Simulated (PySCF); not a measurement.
# C4H9Cl (1-chloro-2-methylpropane): levels of theory compared

Wanted: a comparison of 6 runs (BLYP/def2-SVP, PBE/def2-SVP, SVWN5/def2-SVP, TPSS/def2-SVP, revPBE/def2-SVP, CCSD(T)/def2-SVP) of C4H9Cl (1-chloro-2-methylpropane). 

The calculation is run with PySCF 2.14.0.

## Step 1: The system as given

C4H9Cl: 14 atoms, total charge 0, spin state singlet. As SMILES, `CC(C)CCl`. The C2–C4 distance was set to 2.287 Å, away from the relaxed value. At this shape a bond of the SMILES string is far longer than usual.

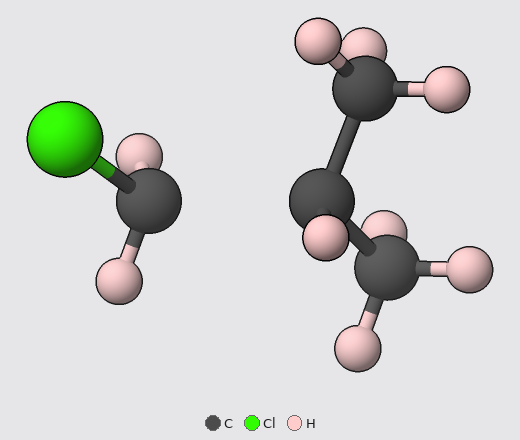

The structure, seen from a chosen angle (carbon dark grey, chlorine green, hydrogen pink).

## Step 2: The energy at BLYP/def2-SVP (run 1)

job.py

```python
from pyscf import gto, dft

mol = gto.Mole()
mol.atom = '''
C     -0.074260    -0.751331     1.799777
C      0.593940     0.166639     0.776867
C      1.858720    -0.478491     0.218077
C     -0.895650     0.630850    -0.895120
Cl    -0.257960     1.869150    -2.010850
H     -0.364850    -1.690741     1.334537
H     -0.962340    -0.284881     2.219707
H      0.615150    -0.969371     2.611077
H      0.863700     1.107009     1.268927
H      2.571810    -0.666421     1.016687
H      1.620130    -1.425671    -0.261513
H      2.326670     0.172659    -0.515643
H     -1.827880     1.029230    -0.494430
H     -1.102090    -0.255940    -1.495030
'''
mol.max_memory = 1860
mol.verbose = 3
mol.basis = 'def2-svp'
mol.charge = 0
mol.build()

mf = dft.RKS(mol, xc='blyp')
mf.grids.level = 5
mf.conv_tol = 1e-10
mf.kernel()
if not mf.converged:
    mf = mf.newton().run(mf.mo_coeff, mf.mo_occ)

e_tot = mf.e_tot
print('Final energy', e_tot)
```

Command:

```bash
$ OMP_NUM_THREADS=1 python job.py
```

Output:

```text
converged SCF energy = -617.588573355772
Final energy -617.5885733557724
```

Run time: 47 s. Hardware: 1 thread of Intel Xeon at 2.70GHz, shared host; peak memory 0.67 GiB.

## Step 3: A single-point energy at PBE/def2-SVP (run 2)

geometry.xyz

```xyz
14
C4H9Cl
C     -0.074260    -0.751331     1.799777
C      0.593940     0.166639     0.776867
C      1.858720    -0.478491     0.218077
C     -0.895650     0.630850    -0.895120
Cl    -0.257960     1.869150    -2.010850
H     -0.364850    -1.690741     1.334537
H     -0.962340    -0.284881     2.219707
H      0.615150    -0.969371     2.611077
H      0.863700     1.107009     1.268927
H      2.571810    -0.666421     1.016687
H      1.620130    -1.425671    -0.261513
H      2.326670     0.172659    -0.515643
H     -1.827880     1.029230    -0.494430
H     -1.102090    -0.255940    -1.495030
```

job.py

```python
from pyscf import gto, dft

mol = gto.M(
    atom='geometry.xyz',
    spin=0,
    max_memory=1860,
    basis='def2-svp',
    verbose=3,
)

myscf = dft.RKS(mol)
myscf.xc = 'pbe'
myscf.grids.level = 5
myscf.conv_tol = 1e-10
myscf.kernel()
if not myscf.converged:
    myscf = myscf.newton().run(myscf.mo_coeff, myscf.mo_occ)

e_tot = myscf.e_tot
print('Final energy', e_tot)
```

Command:

```bash
$ OMP_NUM_THREADS=1 python job.py
```

Output:

```text
converged SCF energy = -617.281326310636
Final energy -617.2813263106364
```

Wall time 56 s (1 thread of Intel Xeon at 2.70GHz, shared host); peak memory 0.67 GiB.

Runs 3 to 5 aren't shown in full; the table further down has their settings and results.

## Step 4: The energy at CCSD(T)/def2-SVP (run 6)

start.xyz

```xyz
14
C4H9Cl
C     -0.074260    -0.751331     1.799777
C      0.593940     0.166639     0.776867
C      1.858720    -0.478491     0.218077
C     -0.895650     0.630850    -0.895120
Cl    -0.257960     1.869150    -2.010850
H     -0.364850    -1.690741     1.334537
H     -0.962340    -0.284881     2.219707
H      0.615150    -0.969371     2.611077
H      0.863700     1.107009     1.268927
H      2.571810    -0.666421     1.016687
H      1.620130    -1.425671    -0.261513
H      2.326670     0.172659    -0.515643
H     -1.827880     1.029230    -0.494430
H     -1.102090    -0.255940    -1.495030
```

input.py

```python
from pyscf import gto, scf, cc

mol = gto.M(
    atom='start.xyz',
    verbose=3,
    max_memory=1860,
    basis='def2-svp',
)

mf = scf.RHF(mol)
mf.conv_tol = 1e-10
mf.kernel()
if not mf.converged:
    mf = mf.newton().run(mf.mo_coeff, mf.mo_occ)

mycc = cc.CCSD(mf, frozen=9)
mycc.kernel()
e_t = mycc.ccsd_t()
energy = mycc.e_tot + e_t
print('E = %.10f Eh' % energy)
```

Command:

```bash
$ OMP_NUM_THREADS=1 python input.py
```

Output:

```text
converged SCF energy = -615.848629721343
E(CCSD) = -616.6407784096923  E_corr = -0.7921486883490381
CCSD(T) correction = -0.0266333198460036
E = -616.6674117295 Eh
```

Wall time 2.5 min (1 thread of Intel Xeon at 2.70GHz, shared host); peak memory 1.6 GiB.

## Step 5: Overview of the runs

```
run             level  integration grid  frozen core orbitals  energy (Eh)  dipole moment (D) of the reference  HOMO energy (eV)  LUMO energy (eV)  wall time
  1     BLYP/def2-SVP                 5                     –  -617.588573                                1.83             -5.50             -1.45       47 s
  2      PBE/def2-SVP                 5                     –  -617.281326                                1.92             -5.71             -1.61       56 s
  3    SVWN5/def2-SVP                 5                     –  -614.698879                                1.90             -5.78             -1.71       30 s
  4     TPSS/def2-SVP                 5                     –  -617.757484                                2.09             -5.81             -1.51       79 s
  5   revPBE/def2-SVP                 5                     –  -617.568646                                1.95             -5.68             -1.56       41 s
  6  CCSD(T)/def2-SVP                 –                     9  -616.667412                                2.74             -9.25              3.34    2.5 min
```

## Step 6: What came out

| quantity | value |
| --- | --- |
| run 6: total energy | -616.66741 Eh |
| run 6: dipole moment (Hartree–Fock density) | 2.74 D |
| run 6: HOMO energy (Hartree–Fock orbitals) | -9.25 eV |
| run 6: LUMO energy (Hartree–Fock orbitals) | 3.34 eV |
| run 6: HOMO–LUMO gap (Hartree–Fock orbitals) | 12.60 eV |
| run 6: correlation energy (9 core orbitals frozen) | -818.8 mEh |
| run 6: (T) correction | -26.63 mEh |
| run 6: T1 diagnostic | 0.012 |

What this shows: Over runs 1, 2, 3, 4, 5 the dipole moment (its size) runs from 1.83 D (BLYP/def2-SVP) to 2.09 D (TPSS/def2-SVP). Over runs 1, 2, 3, 4, 5 the HOMO–LUMO gap runs from 4.05 eV (BLYP/def2-SVP) to 4.30 eV (TPSS/def2-SVP). Totals of different functionals can't be ranked against each other. All runs together took 6.7 min, the longest 2.5 min.
